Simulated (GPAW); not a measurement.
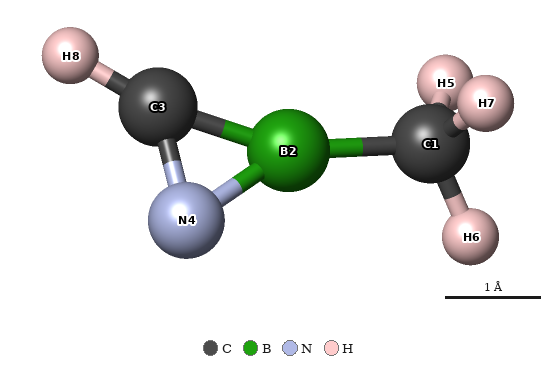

*The structure as given in the input (ball-and-stick view, seen at a tilt; atoms are numbered from 1 in the order of the input).*

# Calculation of the molecule and its ions of C2H4BN (part 1 of 2)

The run: calculation of the molecule and its ions of C2H4BN, SMILES CB1C=N1. Method and program: revPBE/real-space grid, scalar-relativistic datasets (GPAW 26.7.0).

The geometry comes from this level: GFN2-xTB.

## The input (calc.py)
```python
from ase.io import read
from gpaw import GPAW

molecule = read('C2H4BN.xyz')
molecule.center(vacuum=4.5)

energies = {}
for name, charge, unpaired in [('neutral', 0, 0), ('oxidised', 1, 1)]:
    molecule.set_initial_magnetic_moments([unpaired / len(molecule)] * len(molecule))
    gpaw_calc = GPAW(mode='fd',
                     h=0.18,
                     xc='revPBE',
                     charge=charge,
                     occupations={'name': 'fermi-dirac', 'width': 0.0, 'fixmagmom': unpaired > 0},
                     maxiter=100,
                     symmetry='off',
                     txt='-')
    molecule.calc = gpaw_calc
    energies[name] = molecule.get_potential_energy()
    print(f'{name:10} {energies[name]:12.5f} eV')

ip = energies['oxidised'] - energies['neutral']
print(f'Vertical IP             {ip:.3f} eV')
```

## File C2H4BN.xyz
```
8

C      0.200870     1.205120    -0.197010
B     -0.181460    -0.268740     0.129530
C     -0.033330    -1.719560     0.195760
N     -1.153430    -1.213590     0.632120
H      1.273570     1.379200    -0.145440
H     -0.293020     1.920300     0.456100
H     -0.111850     1.433430    -1.214760
H      0.298640    -2.736180     0.143690
```

Hardware: 1 thread of Arm Neoverse V1, 24 GiB of memory available, shared host.

Command:
```bash
python calc.py > calc.log
```

## The program's output
```
__  _  _
 | _ |_)|_||  |
 |__||  | ||/\| - 26.7.0

units:  Angstrom and eV
cores:  1
OpenMP: False

Versions:
  Python: 3.12.14
  ASE:    3.29.0
  Numpy:  2.5.5
  Scipy:  1.18.1
  Libxc:  7.0.0

        _gpaw.cpython-312-aarch64-linux-gnu.so

Input parameters:
  mode=FD(),
  charge=0.0,
  h=0.18,
  maxiter=100,
  occupations=Occupations(name='fermi-dirac', width=0.0, fixmagmom=False),
  symmetry=Symmetry(point_group=False, time_reversal=False),
  xc=XC(name='revPBE')

Diagonalizing LCAO Hamiltonian
Converting LCAO to fd mode
         .---------------------------.
        /|                           |
       / |                           |
      /  |                           |
     /   |                           |
    /    |                           |
   /     |                           |
  /      |                           |
 *       |         H                 |
 |       |          C  H             |
 |       |      N B                  |
 |       |        H H                |
 |       |                           |
 |       .---------------------------.
 |      /                           /
 |     /                           /
 |    /                           /
 |   /                           /
 |  /                           /
 | /                           /
 |/                           /
 *---------------------------*

Atoms  # Å, Bohr magnetons
|   | symbol |        x |        y |        z |    initial magnetic moments |
|---|--------|----------|----------|----------|-----------------------------|
| 0 |      C | 5.854300 | 8.441300 | 5.517750 | ( 0.0000,  0.0000,  0.0000) |
| 1 |      B | 5.471970 | 6.967440 | 5.844290 | ( 0.0000,  0.0000,  0.0000) |
| 2 |      C | 5.620100 | 5.516620 | 5.910520 | ( 0.0000,  0.0000,  0.0000) |
| 3 |      N | 4.500000 | 6.022590 | 6.346880 | ( 0.0000,  0.0000,  0.0000) |
| 4 |      H | 6.927000 | 8.615380 | 5.569320 | ( 0.0000,  0.0000,  0.0000) |
| 5 |      H | 5.360410 | 9.156480 | 6.170860 | ( 0.0000,  0.0000,  0.0000) |
| 6 |      H | 5.541580 | 8.669610 | 4.500000 | ( 0.0000,  0.0000,  0.0000) |
| 7 |      H | 5.952070 | 4.500000 | 5.858450 | ( 0.0000,  0.0000,  0.0000) |

Unit cell  # Å
| periodic |         x |         y |         z |   lengths |    angles |
|----------|-----------|-----------|-----------|-----------|-----------|
|       no | 11.427000 |  0.000000 |  0.000000 | 11.427000 | 90.000000 |
|       no |  0.000000 | 13.656480 |  0.000000 | 13.656480 | 90.000000 |
|       no |  0.000000 |  0.000000 | 10.846880 | 10.846880 | 90.000000 |

Number of symmetries: 1
Symmetry operations  # r_c * U_cc + t_c -> r_c
|   | kind |            matrix            |
|---|------|------------------------------|
| 0 |  E   |  1, 0, 0,  0, 1, 0,  0, 0, 1 |

BZ-sampling:
  Number of BZ points: 1
  Number of IBZ points: 1

  Monkhorst-Pack size: [1, 1, 1]
  Monkhorst-Pack shift: [0, 0, 0]

K-points  # in reciprocal-cell coordinates
|   |                                coordinates |     weight |
|---|--------------------------------------------|------------|
| 0 | (  0.00000000,   0.00000000,   0.00000000) | 1.00000000 |

Uniform wave function grid shape: (np.int64(63), np.int64(75), np.int64(59))
Spin-components: 1 (collinear spins)
Bands:           16
Projectors:      32
Spin-degeneracy: 2
Datatype:        float64

  Storage: CPU
  Wave functions: 35_683_200 bytes (35_683_200 per core)

Parallelization:
  kpt:    1
  domain: 1
  band:   1

Density:
  Valence electrons: 20.0
  Components: 1
  Grid points: [64 76 60]
  Charge: 0.0  # |e|

Potential:
  Grid points: [64 76 60]

species:
  C:
    name:    Carbon
    Z:       6.0
    valence: 4
    core:    2
    charge:  0.0  # [|e|]
    file:    C.revPBE.gz
    compensation charges:
      type: gauss
      rc: 0.20  # [Å]
      lmax: 2
    cutoffs:
      filter: 1.14  # [Å]
      core: 1.14  # [Å]
    projectors
    | kind |    occ | energy [eV] | rcut [Å] |
    |------|--------|-------------|----------|
    |   2s |  2.000 |     -13.783 |    0.635 |
    |   2p |  2.000 |      -5.237 |    0.635 |
    |    s |        |      13.429 |    0.635 |
    |    p |        |      21.974 |    0.635 |
    |    d |        |       0.000 |    0.635 |

    Using partial waves for C as LCAO basis

  B:
    name:    Boron
    Z:       5.0
    valence: 3
    core:    2
    charge:  0.0  # [|e|]
    file:    B.revPBE.gz
    compensation charges:
      type: gauss
      rc: 0.20  # [Å]
      lmax: 2
    cutoffs:
      filter: 1.14  # [Å]
      core: 1.38  # [Å]
    projectors
    | kind |    occ | energy [eV] | rcut [Å] |
    |------|--------|-------------|----------|
    |   2s |  2.000 |      -9.465 |    0.635 |
    |   2p |  1.000 |      -3.568 |    0.635 |
    |    s |        |      17.746 |    0.635 |
    |    p |        |      23.644 |    0.635 |
    |    d |        |       0.000 |    0.635 |

    Using partial waves for B as LCAO basis

  N:
    name:    Nitrogen
    Z:       7.0
    valence: 5
    core:    2
    charge:  0.0  # [|e|]
    file:    N.revPBE.gz
    compensation charges:
      type: gauss
      rc: 0.18  # [Å]
      lmax: 2
    cutoffs:
      filter: 1.11  # [Å]
      core: 0.96  # [Å]
    projectors
    | kind |    occ | energy [eV] | rcut [Å] |
    |------|--------|-------------|----------|
    |   2s |  2.000 |     -18.619 |    0.603 |
    |   2p |  3.000 |      -7.035 |    0.529 |
    |    s |        |       8.592 |    0.603 |
    |    p |        |      20.177 |    0.529 |
    |    d |        |       0.000 |    0.577 |

    Using partial waves for N as LCAO basis

  H:
    name:    Hydrogen
    Z:       1.0
    valence: 1
    core:    0
    charge:  0.0  # [|e|]
    file:    H.revPBE.gz
    compensation charges:
      type: gauss
      rc: 0.15  # [Å]
      lmax: 2
    cutoffs:
      filter: 0.85  # [Å]
      core: 0.53  # [Å]
    projectors
    | kind |    occ | energy [eV] | rcut [Å] |
    |------|--------|-------------|----------|
    |   1s |  1.000 |      -6.547 |    0.476 |
    |    s |        |      20.664 |    0.476 |
    |    p |        |       0.000 |    0.476 |

    Using partial waves for H as LCAO basis

Reference energy: -4262.274914  # eV

eigensolver:
  PPCG
  Converge bands: occupied
  niter=2

density mixing:
  MSR1-Mixer
  Pratt-step length: 0.05
  Maximum mixing coefficient: 0.75
  Old densities: 10
  SVD Regularization: 0.005
  Good broyden scale: 1.0
  Trust region scale: 1.0
  Backstep threshold: 4.0
  History deletion threshold: 6.0
  Fourier metric: weight=20.0, sigma=0.015

occupation numbers:
  # Zero width

FastPoissonSolver using
    Stencil: 6*3+1=19 point O(h^6) finite-difference Laplacian
    FFT axes: []
    FST axes: [np.int64(2), np.int64(0), np.int64(1)]

xc functional:
  name: revPBE with 2 nearest neighbor stencil
interpolation: tri-quintic # 5. degree polynomial

Initialization done in: 2.189 s

convergence criteria:
- Maximum [total energy] change in last 3 cyles: 0.0005 eV / valence electron
- Maximum integral of absolute [dens]ity change: 0.0001 electrons / valence electron
- Maximum integral of absolute [eigenst]ate change: 4e-08 eV^2 / valence electron
maximum number of iterations: 100

SCF iterations
|iter     |     time |      energy | eigst |  dens |
|---------|----------|-------------|-------|-------|
|iter:   1| 00:00:04 |  -49.840286 | +1.36 |       |
|iter:   2| 00:00:05 |  -49.079629 | +0.15 | -0.58 |
|iter:   3| 00:00:07 |  -45.059558 | +0.71 | -0.61 |
|iter:   4| 00:00:08 |  -45.015819 | +0.51 | -1.20 |
|iter:   5| 00:00:10 |  -44.871945 | -0.30 | -1.41 |
|iter:   6| 00:00:11 |  -44.877418 | -0.93 | -1.72 |
|iter:   7| 00:00:13 |  -44.874990c| -2.03 | -2.34 |
|iter:   8| 00:00:14 |  -44.875133c| -2.42 | -2.62 |
|iter:   9| 00:00:16 |  -44.874923c| -3.03 | -2.92 |
|iter:  10| 00:00:17 |  -44.874932c| -3.96 | -3.52 |
|iter:  11| 00:00:19 |  -44.874935c| -4.61 | -4.03c|
|iter:  12| 00:00:20 |  -44.874935c| -5.21 | -4.52c|
|iter:  13| 00:00:22 |  -44.874935c| -5.86 | -4.63c|
|iter:  14| 00:00:23 |  -44.874935c| -6.53 | -4.98c|
|iter:  15| 00:00:25 |  -44.874935c| -7.28 | -5.58c|
|iter:  16| 00:00:26 |  -44.874935c| -7.55c| -5.85c|

Converged in 16 steps
SCF loop duration: 23.503 s (1.469 s/step)
Energy contributions relative to reference atoms: (reference = -4262.274914)

Energy contributions:
  Kinetic:          47.343151
  Coulomb:         -51.302664
  Zero:              0.565802
  External:          0.000000
  Xc:              -41.481224
  Entropy:           0.000000
  Spinorbit:         0.000000
  ----------------------------
  Free energy:     -44.874935
  Extrapolated:    -44.874935

dipole moment: (0.351167, 0.075121, -0.172698)  # |e|*Ang

Fermi level: -3.843
Eigenvalues  # (at kpt = [0.000, 0.000, 0.000])
| band index |      eig [eV] | occ [0-2] |
|------------|---------------|-----------|
|          0 |       -23.889 |     2.000 |
|        ... |               |           |
|          2 |       -14.402 |     2.000 |
|          3 |       -11.621 |     2.000 |
|          4 |       -10.297 |     2.000 |
|          5 |       -10.245 |     2.000 |
|          6 |        -9.777 |     2.000 |
|          7 |        -9.226 |     2.000 |
|          8 |        -8.441 |     2.000 |
|          9 |        -5.635 |     2.000 |
|         10 |        -2.052 |     0.000 |
|         11 |        -0.570 |     0.000 |
|         12 |        -0.386 |     0.000 |
|         13 |         0.164 |     0.000 |
|         14 |         0.734 |     0.000 |
|         15 |         1.058 |     0.000 |
```
